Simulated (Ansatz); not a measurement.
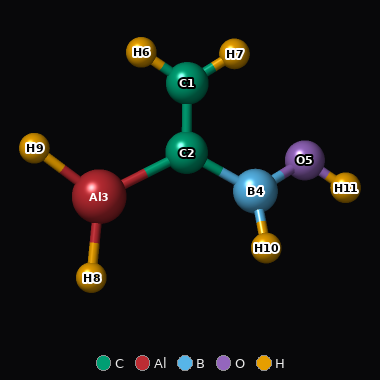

The system is C₂H₆AlBO, SMILES C=[C]([AlH2])BO; the picture shows the reference structure. Coordinates scanned: (1) dihedral H6–C1–C2–Al3; (2) dihedral C1–C2–Al3–H8. Nothing is relaxed (all other coordinates rigid). The scan uses an 18 × 18 grid. All energies are given in kcal/mol relative to the relaxed molecule at the same level. The dihedral twists a double bond; near 90° a spin-restricted reference is unreliable. Theory: RKS PBE0-D4/def2-SVP in Ansatz.

Its coordinates:

```xyz
11

C    -1.0091    0.6916    0.8463
C    -0.0255    0.0069    0.2181
Al    1.1274   -1.0926    1.3415
B     0.1450    0.1968   -1.3221
O    -0.9391    0.5184   -2.0705
H    -1.1842    0.6296    1.9304
H    -1.6911    1.3621    0.3024
H     2.3694   -1.8982    0.7546
H     0.7768   -1.1704    2.8950
H     1.2241    0.0667   -1.8728
H    -0.7284    0.6320   -3.0022
```

Range: dihedral H6–C1–C2–Al3 from −180 to 160°; dihedral C1–C2–Al3–H8 from −180 to 160°.

> Predict the map.

The lowest grid point is at dihedral H6–C1–C2–Al3 = 0°, dihedral C1–C2–Al3–H8 = −180°, 0.022 kcal/mol from the relaxed molecule at the same level; the map holds 2 wells of about this depth. Higher local minima lie near dihedral H6–C1–C2–Al3 = 0°, dihedral C1–C2–Al3–H8 = 0° (0.35 kcal/mol above the lowest at that grid point); dihedral H6–C1–C2–Al3 = −180°, dihedral C1–C2–Al3–H8 = 0° (0.39 kcal/mol above the lowest at that grid point). The highest grid point, dihedral H6–C1–C2–Al3 = 80°, dihedral C1–C2–Al3–H8 = 80°, lies 57.8 kcal/mol above the lowest. On the interpolated surface the easiest way out of the lowest well to the well at dihedral H6–C1–C2–Al3 = 0°, dihedral C1–C2–Al3–H8 = 0° passes a barrier of about 3.6 kcal/mol. Round the minimum the valley is somewhat tilted: raising dihedral H6–C1–C2–Al3 shifts the best value of dihedral C1–C2–Al3–H8 downwards (coupling k₁₂/√(k₁₁k₂₂) about 0.3).

```
dihedral C1–C2–Al3–H8 ↓, dihedral H6–C1–C2–Al3 →  −160  −120   −80   −40    0    40    80   120  160
                                             140   5.0  31.8  49.9  16.4  1.7  15.5  50.0  32.4  5.8
                                             100   7.8  36.6  53.2  16.9  3.6  19.0  57.0  33.2  6.8
                                              60   8.1  37.5  47.6  13.9  2.8  20.0  55.3  29.0  4.9
                                              20   5.5  32.9  43.4  12.4  0.7  16.8  48.0  27.0  3.2
                                             −20   4.3  30.3  46.7  15.1  0.8  14.6  47.0  30.5  4.7
                                             −60   6.2  33.2  53.7  17.9  3.0  16.6  52.7  34.6  7.1
                                            −100   7.9  36.7  52.0  16.3  3.5  19.3  56.4  32.4  6.4
                                            −140   6.5  34.6  45.2  12.9  1.4  18.0  50.7  27.8  3.7
                                            −180   4.1  30.8  44.1  13.1  0.0  14.9  46.5  28.1  3.3
```

The table holds every second grid line.

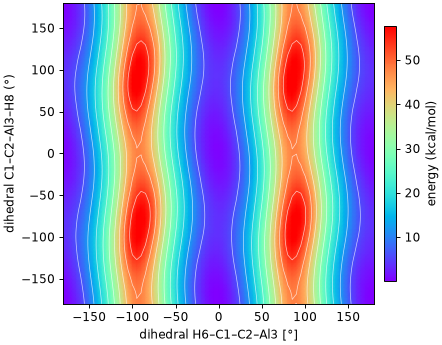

Drawn: a smooth colour map with a few white contour lines. Between grid points the surface is interpolated.

Time for the 324 points that were run: 26 min on 1 thread of Arm Neoverse V2 (shared host).
